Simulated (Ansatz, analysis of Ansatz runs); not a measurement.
# Moving an added hole between O sites in VCrO4 (Cmcm), part 2 of 3

Question: does an added hole stay on the O atom where it is started in VCrO4 (Cmcm), and if so, how high is the barrier for a hop to another O site nearby? Model: a cell of 48 host atoms.

Ansatz 0.2.0; plane-wave PAW DFT, PBEsol+U; relaxation of all atoms of a supercell at fixed charge in a uniform background; PAW set soft_1.

So far. Step 2 (The cell without the carrier): The largest displacement from an ideal site is 0.022 Å.

## (3) The hole on the first site

The nearest neighbour or neighbours of the site start displaced and the site's starting moment is changed by the carrier's spin, since a carrier doesn't trap itself in the undistorted lattice.

File A.relax/input.yaml:

```yaml
crystal:
  lattice:
    - [0.0, 8.27410841, 6.04108019]
    - [5.55936973, -2.3e-07, 6.04108051]
    - [5.55936973, 8.27410864, -3.2e-07]
  atoms:
    - { symbol: V, position: [0.053257, 0.696971, 0.302778] }
    - { symbol: V, position: [0.05329, 0.696957, 0.80277] }
    - { symbol: V, position: [0.55328, 0.196952, 0.302796] }
    - { symbol: V, position: [0.547268, 0.176456, 0.823297] }
    - { symbol: V, position: [0.447599, 0.802606, 0.197133] }
    - { symbol: V, position: [0.447581, 0.802627, 0.697131] }
    - { symbol: V, position: [0.947585, 0.30263, 0.197114] }
    - { symbol: V, position: [0.947622, 0.302617, 0.697104] }
    - { symbol: Cr, position: [0.000417, -0.00021, -4.9e-05], spin: 3.0 }
    - { symbol: Cr, position: [0.00043, -0.000203, 0.499942], spin: 3.0 }
    - { symbol: Cr, position: [0.500428, 0.499785, -4.0e-05], spin: 3.0 }
    - { symbol: Cr, position: [0.489902, 0.513291, 0.486459], spin: 3.0 }
    - { symbol: Cr, position: [0.250433, 0.249781, 0.249963], spin: -3.0 }
    - { symbol: Cr, position: [0.250434, 0.249787, 0.749958], spin: -3.0 }
    - { symbol: Cr, position: [0.750429, 0.749786, 0.249955], spin: -3.0 }
    - { symbol: Cr, position: [0.750439, 0.749784, 0.749955], spin: -3.0 }
    - { symbol: O, position: [0.255104, 0.995106, 0.269719] }
    - { symbol: O, position: [0.25508, 0.995115, 0.769726] }
    - { symbol: O, position: [0.755089, 0.495133, 0.269717] }
    - { symbol: O, position: [0.755116, 0.495114, 0.76973] }
    - { symbol: O, position: [0.245741, 0.504466, 0.230217] }
    - { symbol: O, position: [0.245781, 0.504447, 0.730224] }
    - { symbol: O, position: [0.74577, 0.004451, 0.23019] }
    - { symbol: O, position: [0.745767, 0.004469, 0.73018] }
    - { symbol: O, position: [0.480707, 0.269505, 0.495308] }
    - { symbol: O, position: [0.480674, 0.269529, 0.995302] }
    - { symbol: O, position: [0.980684, 0.769568, 0.495258] }
    - { symbol: O, position: [0.98069, 0.769535, 0.995282] }
    - { symbol: O, position: [0.020165, 0.230054, 0.004607] }
    - { symbol: O, position: [0.020198, 0.230024, 0.50462] }
    - { symbol: O, position: [0.520193, 0.73003, 0.004623] }
    - { symbol: O, position: [0.520169, 0.730061, 0.504619] }
    - { symbol: O, position: [0.116589, 0.350703, 0.149083] }
    - { symbol: O, position: [0.116664, 0.350702, 0.64901] }
    - { symbol: O, position: [0.616617, 0.850719, 0.149037] }
    - { symbol: O, position: [0.616599, 0.850717, 0.649057] }
    - { symbol: O, position: [0.101342, 0.865999, 0.133755] }
    - { symbol: O, position: [0.101352, 0.865988, 0.633744] }
    - { symbol: O, position: [0.601339, 0.365971, 0.133755] }
    - { symbol: O, position: [0.601352, 0.365995, 0.633786], spin: 1.0 }
    - { symbol: O, position: [0.384261, 0.148865, 0.350876] }
    - { symbol: O, position: [0.384219, 0.148874, 0.850902] }
    - { symbol: O, position: [0.884204, 0.648879, 0.350917] }
    - { symbol: O, position: [0.884252, 0.648871, 0.850878] }
    - { symbol: O, position: [0.399512, 0.633567, 0.366149] }
    - { symbol: O, position: [0.399498, 0.633594, 0.866163] }
    - { symbol: O, position: [0.899484, 0.133601, 0.366137] }
    - { symbol: O, position: [0.899521, 0.133592, 0.866132] }
total_charge: 1
basis:
  ecutwfc: 420
  xc_grid: 2
hamiltonian:
  xc: pbesol
  hubbard:
    sites:
      - { species: V, l: d, u_eff: 4.5 }
      - { species: Cr, l: d, u_eff: 4.5 }
      - { species: O, l: p, u_eff: 6.0 }
    projectors: ortho-atomic
  pseudopotentials: { kind: paw, azcp: { folder: soft_1 }, xc_functional: pbe }
kpoints:
  mp_grid: { grid: [1, 1, 1] }
magnetization:
  spin_polarized: true
  initial_magnetization: 1
  spin_locking: { lock_magnetization: hard }
scf:
  occupations: { method: fermi_dirac, width: 0.01 }
  max_iter: 120
  lower_state_search: "off"
output:
  forces: true
relax:
  f_tol: 0.015
  max_steps: 70
  escape_saddle: false
checkpoint:
  write: "../A.relax.run"
  compress: false
  write_wavefunctions: true
  write_every: 100000
```

Run with:

```bash
$ ansatz run input.yaml --threads 4 --pin off --max-ram 9420MiB --backend cpu --events-out ev --progress --plain --runs-dir out
```

Numbers of over 12 decimals in the logs are rounded to 6 here.

What it wrote:

```text
[...]
Crystal: 48 atoms, lattice volume = 555.765 Å³
Basis set: ecut = 420 eV, 10849 PW (Γ), exchange–correlation on 144×120×144 points (8 copies of the dense FFT grid, shifted against one another)
Bands: 252, of which v1, the nominal top of the filled ones, is band 204 counted from 1 (203 counted from 0)
Symmetry: 1 space group operations
[...]
k-points: 1
[...]
Starting moments: Σ|m| = 25 μB on 9 of 48 sites
[...]
SCF iter   1: F=—  HF=-67684.663087 eV  |F-HF|=—  |Δ(HF+E_count)|=         —  Δρ=4.84e-2 (↑4.62e-2 ↓4.84e-2)  dr2=3.54e1  dr2_m=2.66e0  M=1.000 μB ∫|m|=28.571 μB  β_m=0.30  ethr=3.10e-3  ⟨swp⟩=6.0  Hψ=1608  notcnv=0  defer=12
[...]
SCF iter  12: F=-67709.314239 eV  HF=-67709.314238 eV  |F-HF|=9.67e-7  |Δ(HF+E_count)|=   1.09e-5  Δρ=3.81e-5 (↑2.49e-5 ↓3.81e-5)  dr2=5.54e-6  dr2_m=4.01e-6  M=1.000 μB ∫|m|=27.121 μB  ethr=1.38e-9  ⟨swp⟩=2.0  Hψ=1621  notcnv=0
SCF 1 converged in 12 iterations: F = -67709.314239 eV  dr2 = 5.54e-6
[...]
relax step   1: F+E_penalty+E_count = -67709.31423933 eV  Δ(F+E_penalty+E_count) = +0.000e0 eV  max|allowed force component| = 4.036e0 eV/Å  Δτ_max = 0.0000 Å  (12 SCF iters, dr2 threshold 5.63e-6 eV, accepted)
[...]
relax step   2: F+E_penalty+E_count = -67709.66232366 eV  Δ(F+E_penalty+E_count) = -3.481e-1 eV  max|allowed force component| = 1.957e0 eV/Å  Δτ_max = 0.1091 Å  (7 SCF iters, dr2 threshold 1.00e-4 eV, accepted)
relax step   3: F+E_penalty+E_count = -67708.69174103 eV  Δ(F+E_penalty+E_count) = +9.706e-1 eV  max|allowed force component| = 2.316e0 eV/Å  Δτ_max = 0.1670 Å  (9 SCF iters, dr2 threshold 1.00e-4 eV, rejected (line search))
relax step   4: F+E_penalty+E_count = -67709.80189788 eV  Δ(F+E_penalty+E_count) = -1.396e-1 eV  max|allowed force component| = 1.858e-1 eV/Å  Δτ_max = 0.0764 Å  (15 SCF iters, accepted)
relax step   5: F+E_penalty+E_count = -67709.80619654 eV  Δ(F+E_penalty+E_count) = -4.299e-3 eV  max|allowed force component| = 2.986e-2 eV/Å  Δτ_max = 0.0130 Å  (7 SCF iters, dr2 threshold 2.16e-6 eV, accepted)
SCF iter   1: F=—  HF=-67709.807398 eV  |F-HF|=—  |Δ(HF+E_count)|=         —  Δρ=2.69e-4 (↑2.24e-4 ↓2.69e-4)  dr2=4.46e-4  dr2_m=1.15e-4  M=1.000 μB ∫|m|=27.113 μB  β_m=0.30  ethr=1.11e-6  ⟨swp⟩=4.0  Hψ=1157  notcnv=0  defer=85
[...]
SCF iter   9: F=-67709.806628 eV  HF=-67709.806628 eV  |F-HF|=1.64e-9  |Δ(HF+E_count)|=   2.04e-8  Δρ=1.52e-6 (↑1.52e-6 ↓1.21e-6)  dr2=8.77e-9  dr2_m=7.02e-9  M=1.000 μB ∫|m|=27.111 μB  ethr=2.46e-11  ⟨swp⟩=3.0  Hψ=1675  notcnv=0
SCF 6 converged in 9 iterations: F = -67709.806628 eV  dr2 = 8.77e-9
relax step   6: F+E_penalty+E_count = -67709.80662826 eV  Δ(F+E_penalty+E_count) = -4.317e-4 eV  max|allowed force component| = 1.349e-2 eV/Å  Δτ_max = 0.0050 Å  (9 SCF iters, accepted)
NSCF: frozen V_eff on 1 k-points
[...]
SCF converged after 9 iterations
Stability checked in part: among states of this total moment the steps that led to this state did not find it unstable. No probe was made; neither looks for a lower state of another moment (fixed_total_moment; see scf.lower_state_search)
Magnetization: 1.0000 μB (204.0000 up, 203.0000 down)
Absolute magnetization: 27.2031 μB (∫|ρ↑−ρ↓|, with the PAW one-centre terms)
[...]
Per-site moments (μB) at R_I (Å): [(-0.00262909, 0.680301), (-0.000135567, 0.680803), (-0.000135698, 0.680803), [... 45 left out ...]
Free energy (F): -67709.806628 eV
[...]
Internal energy: -67709.806628 eV  (E = F + TS)
E sigma→0 (E₀):  -67709.806628 eV
Fermi energy:    6.131272 (↑ 6.653890, ↓ 6.130665) eV
[...]
--- Forces (eV/Å), atoms counted from 1 ---
  atom   1  V      0.00000322    -0.00292725     0.00051306
  atom   2  V     -0.00310926     0.00316266     0.00011510
  [... 1 atom left out ...]
  atom   4  V      0.00001588    -0.00080648     0.00881395
  [... 7 atoms left out ...]
  atom  12  Cr     0.00000398    -0.00873320     0.00966513
  [... 1 atom left out ...]
  atom  14  Cr     0.00000076    -0.00272147     0.00363134
  [... 7 atoms left out ...]
  atom  22  O      0.00288977    -0.00087365    -0.00284291
  [... 1 atom left out ...]
  atom  24  O     -0.00321657     0.00458648    -0.00620615
  atom  25  O     -0.00289273    -0.00085780    -0.00284325
  atom  26  O      0.00322133     0.00460539    -0.00623755
  [... 6 atoms left out ...]
  atom  33  O     -0.00052053    -0.00048113    -0.00212150
  [... 6 atoms left out ...]
  atom  40  O     -0.00001633    -0.00527198    -0.00099114
  [... 1 atom left out ...]
  atom  42  O      0.00000866     0.00442832    -0.00328688
  [... 6 atoms left out ...]
  max |Σ_I F_I| component: 3.31e-5 eV/Å
--- Band table (eV) ---
[...]
Occupation matrices written to <dir>
--- Relaxed structure (6 steps of the walk, 5 accepted, 0 SCFs on fresh bases) ---
  F+E_penalty+E_count = -67709.80662826 eV   max|allowed force component| = 1.349e-2 eV/Å
  atoms:
    - { symbol: V, position: [0.052056, 0.697026, 0.302720] }
    - { symbol: V, position: [0.053499, 0.696119, 0.802611] }
    [... 1 atom left out ...]
    - { symbol: V, position: [0.555152, 0.188300, 0.811446] }
    [... 7 atoms left out ...]
    - { symbol: Cr, position: [0.496342, 0.506797, 0.492949] }
    [... 1 atom left out ...]
    - { symbol: Cr, position: [0.250564, 0.249796, 0.749951] }
    [... 7 atoms left out ...]
    - { symbol: O, position: [0.248912, 0.503636, 0.728990] }
    [... 1 atom left out ...]
    - { symbol: O, position: [0.741219, 0.002154, 0.737621] }
    - { symbol: O, position: [0.481790, 0.270757, 0.496111] }
    - { symbol: O, position: [0.481248, 0.262126, 0.997591] }
    [... 6 atoms left out ...]
    - { symbol: O, position: [0.115101, 0.349376, 0.150594] }
    [... 6 atoms left out ...]
    - { symbol: O, position: [0.618417, 0.377619, 0.622129] }
    [... 1 atom left out ...]
    - { symbol: O, position: [0.389861, 0.149619, 0.850126] }
    [... 6 atoms left out ...]
```

Wall time 34 s (4 threads of INTEL XEON PLATINUM 8581C at 2.10GHz (Emerald Rapids), shared host); peak memory 1.3 GiB; 2.1 min of CPU time.

Relaxation path:

| step | energy less that of the first step (eV) | largest force component (eV/Å) |
| --- | --- | --- |
| 1 | 0.0000 | 4.0358 |
| 2 | -0.3481 | 1.9565 |
| 3 | 0.6225 | 2.3157 |
| 4 | -0.4877 | 0.1858 |
| 5 | -0.4920 | 0.0299 |
| 6 | -0.4924 | 0.0135 |

Relaxation step 3 was tried and not accepted.

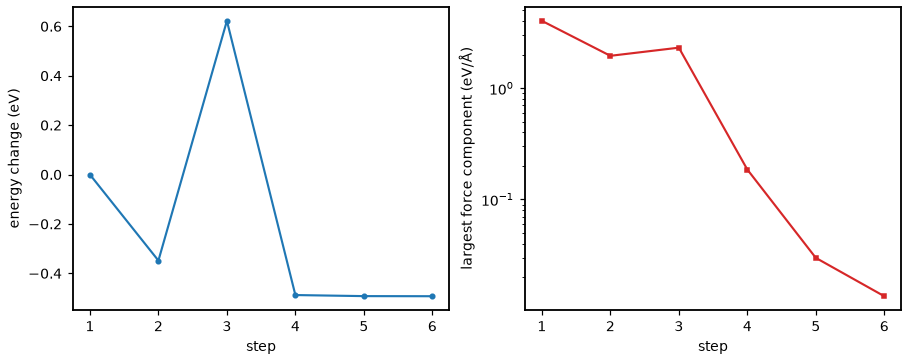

Energy and largest force along the relaxation.

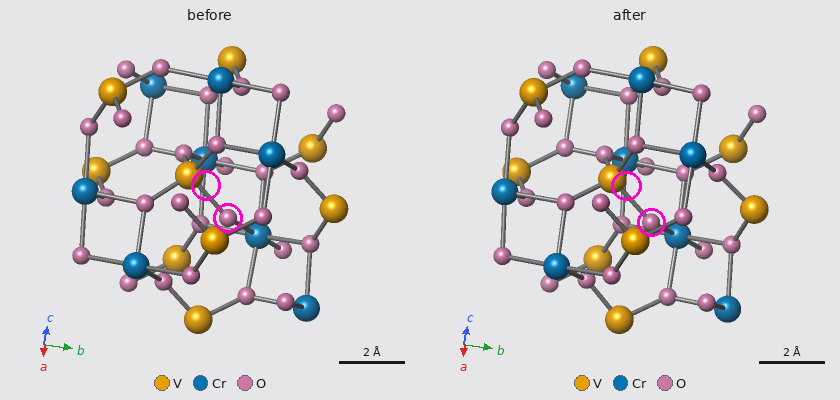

Before and after: the atoms that start within 5 Å of the centre. O40, which moves most, is ringed if it is among them. A ring with no atom in it marks the empty centre.

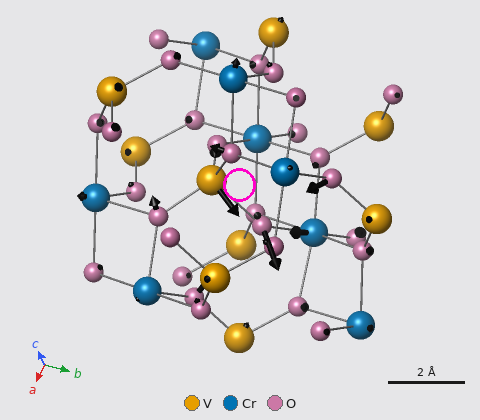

Displacements in the relaxation near the centre, exaggerated; the longest in the cell stands for 0.18 Å. A ring marks the centre wherever it is empty.

The atoms that moved most (Å):

| atom | dx | dy | dz | length |
| --- | --- | --- | --- | --- |
| O40 | 0.000 | 0.045 | 0.173 | 0.179 |
| V4 | 0.000 | -0.033 | 0.119 | 0.124 |
| Cr12 | 0.000 | 0.107 | 0.000 | 0.107 |
| O46 | -0.101 | -0.005 | -0.022 | 0.104 |
| O47 | 0.101 | -0.005 | -0.022 | 0.104 |
| O45 | 0.000 | -0.053 | -0.030 | 0.061 |
| O42 | 0.000 | 0.040 | 0.039 | 0.056 |
| O24 | 0.029 | 0.024 | -0.041 | 0.056 |

The moves above count from the input, in which the site's nearest neighbours were already displaced; the distances below compare with the cell without the carrier.

Distances from O40 without and with the hole:

| atom | without (Å) | with (Å) |
| --- | --- | --- |
| V4 | 1.65 | 1.85 |
| Cr12 | 1.95 | 2.08 |
| O42 | 2.62 | 2.76 |
| O46 | 2.82 | 2.69 |
| O47 | 2.82 | 2.69 |

The largest changes of the moments are 0.80 μB on O40, -0.12 μB on V4 and -0.04 μB on Cr12. The largest part sits on the chosen site.

## (4) The hole on the second site

The same start is made on the second site, to get the end of the hop.

File B.relax/input.yaml:

```yaml
crystal:
  lattice:
    - [0.0, 8.27410841, 6.04108019]
    - [5.55936973, -2.3e-07, 6.04108051]
    - [5.55936973, 8.27410864, -3.2e-07]
  atoms:
    - { symbol: V, position: [0.053257, 0.696971, 0.302778] }
    - { symbol: V, position: [0.05329, 0.696957, 0.80277] }
[... 1 atom line left out ...]
    - { symbol: V, position: [0.573753, 0.202941, 0.796812] }
[... 7 atom lines left out ...]
    - { symbol: Cr, position: [0.500438, 0.499776, 0.499974], spin: 3.0 }
[... 11 atom lines left out ...]
    - { symbol: O, position: [0.745767, 0.004469, 0.73018] }
[... 1 atom line left out ...]
    - { symbol: O, position: [0.480674, 0.269529, 0.995302] }
[... 13 atom lines left out ...]
    - { symbol: O, position: [0.601352, 0.365995, 0.633786] }
[... 1 atom line left out ...]
    - { symbol: O, position: [0.384219, 0.148874, 0.850902], spin: 1.0 }
[... 5 atom lines left out ...]
    - { symbol: O, position: [0.899521, 0.133592, 0.866132] }
total_charge: 1
basis:
  ecutwfc: 420
  xc_grid: 2
hamiltonian:
  xc: pbesol
  hubbard:
    sites:
      - { species: V, l: d, u_eff: 4.5 }
      - { species: Cr, l: d, u_eff: 4.5 }
      - { species: O, l: p, u_eff: 6.0 }
    projectors: ortho-atomic
  pseudopotentials: { kind: paw, azcp: { folder: soft_1 }, xc_functional: pbe }
kpoints:
  mp_grid: { grid: [1, 1, 1] }
magnetization:
  spin_polarized: true
  initial_magnetization: 1
  spin_locking: { lock_magnetization: hard }
scf:
  occupations: { method: fermi_dirac, width: 0.01 }
  max_iter: 120
  lower_state_search: "off"
output:
  forces: true
relax:
  f_tol: 0.015
  max_steps: 70
  escape_saddle: false
checkpoint:
  write: "../B.relax.run"
  compress: false
  write_wavefunctions: true
  write_every: 100000
```

What it wrote:

```text
[...]
Crystal: 48 atoms, lattice volume = 555.765 Å³
Basis set: ecut = 420 eV, 10849 PW (Γ), exchange–correlation on 144×120×144 points (8 copies of the dense FFT grid, shifted against one another)
Bands: 252, of which v1, the nominal top of the filled ones, is band 204 counted from 1 (203 counted from 0)
Symmetry: 1 space group operations
[...]
k-points: 1
[...]
Starting moments: Σ|m| = 25 μB on 9 of 48 sites
[...]
SCF iter   1: F=—  HF=-67684.938948 eV  |F-HF|=—  |Δ(HF+E_count)|=         —  Δρ=4.83e-2 (↑4.59e-2 ↓4.83e-2)  dr2=3.54e1  dr2_m=2.59e0  M=1.000 μB ∫|m|=28.516 μB  β_m=0.30  ethr=3.10e-3  ⟨swp⟩=6.0  Hψ=1611  notcnv=0  defer=11
[...]
F+E_penalty+E_count = -67709.93269838 eV   max|allowed force component| = 7.312e-3 eV/Å
  atoms:
    - { symbol: V, position: [0.053242, 0.698016, 0.301730] }
    - { symbol: V, position: [0.054162, 0.696665, 0.801982] }
    [... 1 atom left out ...]
    - { symbol: V, position: [0.561234, 0.195765, 0.803982] }
    [... 7 atoms left out ...]
    - { symbol: Cr, position: [0.500409, 0.499956, 0.499790] }
    [... 1 atom left out ...]
    - { symbol: Cr, position: [0.245384, 0.252202, 0.747544] }
    [... 7 atoms left out ...]
    - { symbol: O, position: [0.246856, 0.501662, 0.731043] }
    [... 1 atom left out ...]
    - { symbol: O, position: [0.746805, 0.009322, 0.731057] }
    - { symbol: O, position: [0.479815, 0.268703, 0.498084] }
    - { symbol: O, position: [0.487438, 0.268689, 0.990424] }
    [... 6 atoms left out ...]
    - { symbol: O, position: [0.126945, 0.343385, 0.138336] }
    [... 6 atoms left out ...]
    - { symbol: O, position: [0.601976, 0.360988, 0.638759] }
    [... 1 atom left out ...]
    - { symbol: O, position: [0.370859, 0.138286, 0.861460] }
    [... 6 atoms left out ...]
[key lines of the parts left out:]
SCF converged after 6 iterations
Magnetization: 1.0000 μB (204.0000 up, 203.0000 down)
Free energy (F): -67709.932698 eV
Fermi energy:    6.157965 (↑ 6.596453, ↓ 6.146732) eV
```

Elapsed: 39 s, on 4 threads; peak memory 1.3 GiB.

Distances from O42 without and with the hole:

| atom | without (Å) | with (Å) |
| --- | --- | --- |
| V4 | 1.65 | 1.86 |
| Cr14 | 1.95 | 1.98 |
| O40 | 2.62 | 2.74 |
| O29 | 2.77 | 2.69 |
| O18 | 2.77 | 2.69 |

The largest changes of the moments are 0.73 μB on O42, 0.05 μB on Cr14 and -0.02 μB on Cr12. The largest part sits on the chosen site.

(Part 2 of 3 ends here.)

[Logs are printed without paths, hosts, clocks, repeated set-up lines and the standing remarks that a program may print on its own settings, such as how far it seeks lower states.]

[Hosts, paths, dates, database ids (printed as entryN), source tags and the programs' standing remarks are cut or masked in the printed files.]
